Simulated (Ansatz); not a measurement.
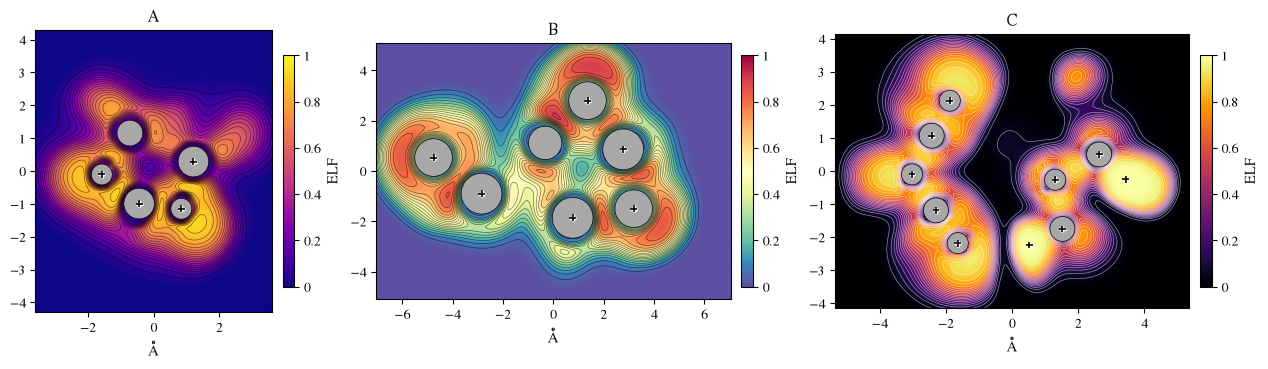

The electron localisation function of 3 systems, each on a plane through atoms (crosses mark nuclei in the plane; grey discs cover the cores).

All numbers below come from RKS PBE0-D4/def2-TZVP in Ansatz.

System 1: Al7As7 (Al7As7 zinc blende off sphere), the plane of atoms Al2, As8 and Al4. Geometry: PBE-D4/def2-SVP.

```xyz
14

Al    0.7790   -1.8836    0.0158
Al   -1.9005    2.1703   -1.2665
Al   -1.3975   -0.3783   -2.1054
Al   -2.0895   -0.7185    0.4736
Al    0.9575   -1.2600    2.5817
Al    0.5977    1.0062    0.2437
Al    3.1461   -0.8275    1.1750
As   -3.5684    0.4620   -1.0870
As   -1.2998   -2.5867   -1.0189
As    3.1071   -0.8126    3.5206
As   -0.1084    1.6002   -2.9408
As    0.2493    3.1402   -0.8150
As    2.3669   -0.2706   -1.0348
As   -0.8396    0.3589    2.2581
```

System 2: C9H20N···C2N3 (SMILES CCCC[N+]1(C)CCCC1.N#C[N-]C#N), the plane of atoms C32, N33 and C34. Geometry: PBE-D4/def2-SVP.

```xyz
35

C     4.2069    0.5935   -0.6875
C     2.9585   -0.1849   -0.2717
C     1.6682    0.6404   -0.4028
C     0.4733   -0.1857    0.0511
N    -0.8884    0.4829   -0.0729
C    -0.9298    1.7279    0.7681
C    -1.9835   -0.4836    0.4259
C    -3.1558   -0.2627   -0.5153
C    -2.4476   -0.1177   -1.8664
C    -1.2539    0.7787   -1.5359
H     4.1467    0.9260   -1.7460
H     5.1193   -0.0270   -0.5845
H     4.3475    1.5002   -0.0615
H     2.8644   -1.1097   -0.8827
H     3.0597   -0.5318    0.7800
H     1.5586    0.9764   -1.4586
H     1.7676    1.5595    0.2137
H     0.5690   -0.4261    1.1264
H     0.3990   -1.1492   -0.4914
H    -0.6627    1.4356    1.8091
H    -1.9565    2.1357    0.7358
H    -0.2244    2.4713    0.3569
H    -1.5795   -1.5135    0.3242
H    -2.1501   -0.2784    1.4989
H    -3.7286    0.6549   -0.2612
H    -3.8596   -1.1159   -0.4793
H    -2.1003   -1.1103   -2.2189
H    -3.0769    0.3229   -2.6636
H    -1.5153    1.8516   -1.5989
H    -0.3668    0.6037   -2.1692
N    -0.4201   -0.0623    3.3702
C    -0.2578   -1.2279    3.1736
N    -0.0767   -2.5038    2.9605
C    -0.1954   -2.9738    1.7408
N    -0.3089   -3.3969    0.6330
```

System 3: B7N7, the plane of atoms B9, N13 and B14. Geometry: r2SCAN-D4/def2-SVP.

```xyz
14

N    -0.8436   -1.9218    0.1562
B    -0.0660   -1.2676    1.0246
N    -0.7692   -0.4747   -1.7088
B    -1.4761   -0.7925   -0.5056
N    -2.3602    0.1307    0.2457
N    -0.4486   -0.1576    2.0383
B    -1.6498    0.1984    1.3263
N     1.5581   -0.5395   -1.3081
B     0.4307    0.3045   -1.6692
B     1.6019   -0.3067    0.0074
N     1.6445    1.0479    0.7617
B     0.7782    0.2200    1.4829
N     0.4979    1.7760   -1.4983
B     1.1024    1.7830   -0.3529
```

Which map belongs to which system?

Answer. Panel A is system 3, B7N7: the plane holds B and N. B–N (1.30 Å): the ELF peaks at about 0.85 between the atoms (a short, strongly polar bond). Panel B is system 1, Al7As7: the plane holds Al and As. Panel C is system 2, C9H20N···C2N3: the plane holds N, C and H. N31···H20 (2.18 Å): the ELF dips to about 0.10 between them.
